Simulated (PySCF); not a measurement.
Vertical excitations of a molecule C₃H₈FNSi from TDDFT-PBE/def2-SVPD (PySCF), as energy in eV (oscillator strength): 5.22 (0.002), 6.00 (0.257), 6.15 (0.007), 6.52 (0.006), 6.57 (0.077), 6.71 (0.005), 6.90 (0.005), 6.92 (0.001), 6.99 (0.053), 7.02 (0.029). Lowest triplet (TDA): 4.54 eV. Geometry optimised at ωB97X-D3(BJ)/def2-SVP. One conformer was computed; it need not be the lowest.

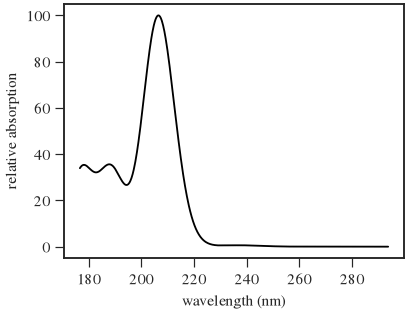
*The lines broadened by 0.4 eV.*

Question: Which molecule gave these data?
(A) C/C=N/[C@H](F)[SiH3]
(B) C=CC[Si@H](N)F
(C) N[Si@@H]1CC[C@@H]1F
(D) F/C=C\CN[SiH3]

Answer: A, C/C=N/[C@H](F)[SiH3]
